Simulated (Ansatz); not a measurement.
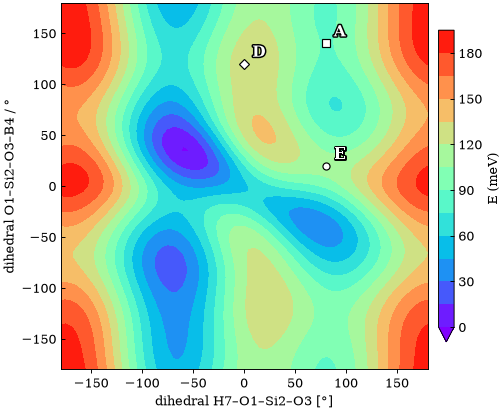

BF₂H₃O₂Si, SMILES O[SiH2]OB(F)F. First axis: dihedral H7–O1–Si2–O3. Second axis: dihedral O1–Si2–O3–B4. Nothing is relaxed (all other coordinates rigid). The scan uses an 18 × 18 grid. Points are written as (first, second). Energies: meV, counted from the lowest grid point. Theory: RKS r2SCAN-D4/def2-SVP in Ansatz 0.2.0.

In the figure: filled contours, lettered points. Between grid points the surface is interpolated.

### What kind of point is each of A, D, E: minimum, saddle, maximum or slope?

A: saddle point; D: maximum; E: saddle point. (In these two coordinates alone; a stationary point may lie a little off the grid point.)

### Rank the lettered points by energy, lowest first.

A (89 meV), E (110 meV), D (129 meV).
